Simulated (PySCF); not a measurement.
**C$_{5}$H$_{6}$F$_{2}$: density, localisation and related maps**

```json
{"atom": "C", "x (Å)": "1.8154", "y (Å)": "0.8301", "z (Å)": "0.0743"}
{"atom": "C", "x (Å)": "1.1360", "y (Å)": "-0.2252", "z (Å)": "0.5083"}
{"atom": "C", "x (Å)": "-0.3035", "y (Å)": "-0.4188", "z (Å)": "0.4127"}
{"atom": "C", "x (Å)": "-0.9146", "y (Å)": "-1.4830", "z (Å)": "0.9301"}
{"atom": "C", "x (Å)": "-1.0969", "y (Å)": "0.6489", "z (Å)": "-0.3032"}
{"atom": "F", "x (Å)": "-2.3995", "y (Å)": "0.3090", "z (Å)": "-0.4445"}
{"atom": "F", "x (Å)": "-1.0927", "y (Å)": "1.8189", "z (Å)": "0.3909"}
{"atom": "H", "x (Å)": "1.3477", "y (Å)": "1.6758", "z (Å)": "-0.3993"}
{"atom": "H", "x (Å)": "2.8830", "y (Å)": "0.8896", "z (Å)": "0.1968"}
{"atom": "H", "x (Å)": "1.6598", "y (Å)": "-1.0378", "z (Å)": "0.9937"}
{"atom": "H", "x (Å)": "-0.3566", "y (Å)": "-2.2508", "z (Å)": "1.4373"}
{"atom": "H", "x (Å)": "-1.9796", "y (Å)": "-1.6182", "z (Å)": "0.8603"}
{"atom": "H", "x (Å)": "-0.7027", "y (Å)": "0.8619", "z (Å)": "-1.3109"}
```

Geometry: GFN2-xTB.

Computed with PySCF, PBE0/pcSseg-1, SCF density, gas phase, non-relativistic.

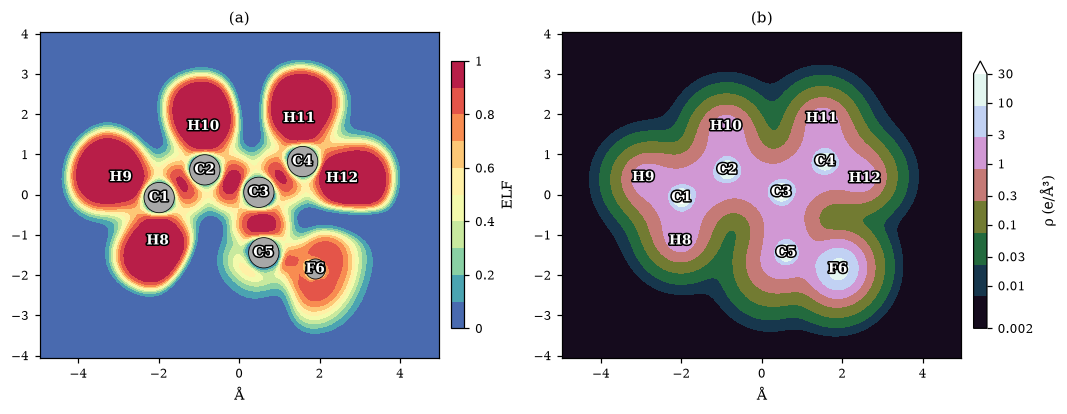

Figure 1. (a) ELF; (b) total electron density on the plane of atoms C1, C2 and C3. Grey discs cover the atomic cores in the ELF map.

Q: What does the map show?

A: The plane passes through C, F and H nuclei. C–C (1.33 Å): ρ at the midpoint is about 2.3 e/Å³; the ELF peaks at about 0.90 between the atoms: a multiple bond. C–F (1.35 Å): ρ is about 2.2 e/Å³ halfway, with its minimum of 1.8 e/Å³ about 0.5 Å from C; the ELF peaks at about 0.85 between the atoms: a polar covalent bond. C–H (1.08 Å): the density is about 2.1 e/Å³ at the midpoint; the ELF climbs to about 1 towards the hydrogen, as it does in any bond to H: a covalent bond by its length. C–C (1.46 Å): the density is about 1.9 e/Å³ at the midpoint; the ELF peaks at about 0.95 between the atoms (localised, covalent bonding). C–C (1.51 Å): ρ at the midpoint is about 1.8 e/Å³; the ELF peaks at about 1 between the atoms; a covalent bond. The ELF also peaks beside F6, away from the bonds: lone-pair regions.

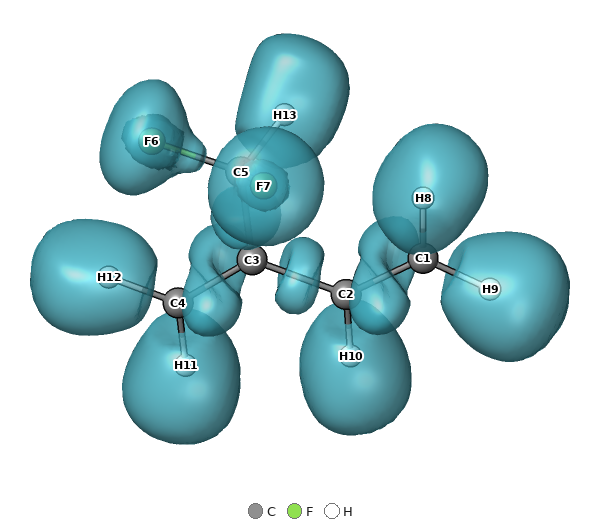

Figure 2. Isosurface of the ELF at 0.75 (cyan), seen at a tilt. Core shells and regions of very low density are left out.

Q: Where are the electrons localised?

A: The ELF exceeds this value in four regions between bonded C–C atoms (shared pairs), six regions around hydrogen nuclei and two regions on F in which the atom's valence shell and bonds are merged.

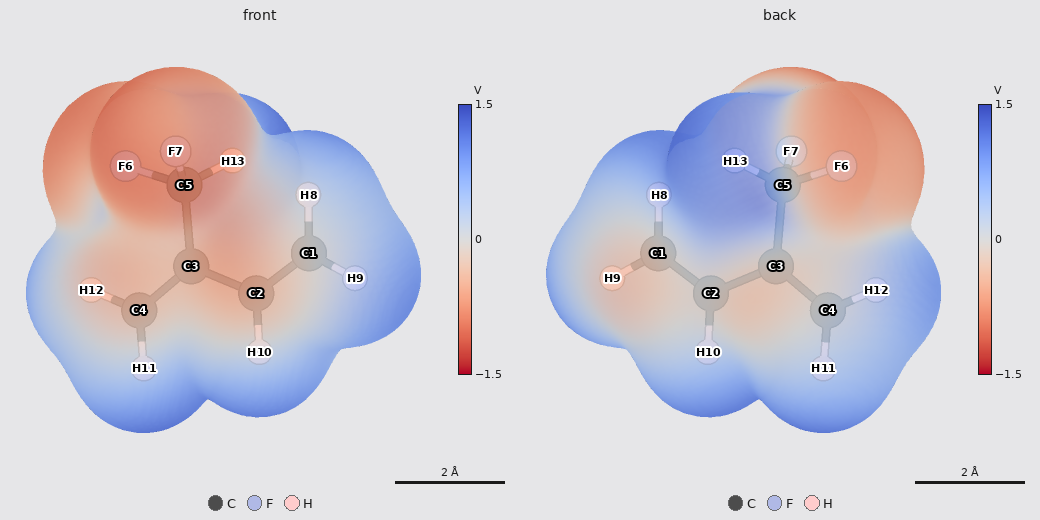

Figure 3. The molecular electrostatic potential painted on the density surface at 0.002 e/bohr³, seen from the front and from behind; the colour scale runs from red (negative) to blue (positive).

Q: Describe the electrostatic potential map.

A: The most negative region (about −1.0 V) lies over F7, the most positive (about +1.2 V) over H8, H11 and H13.
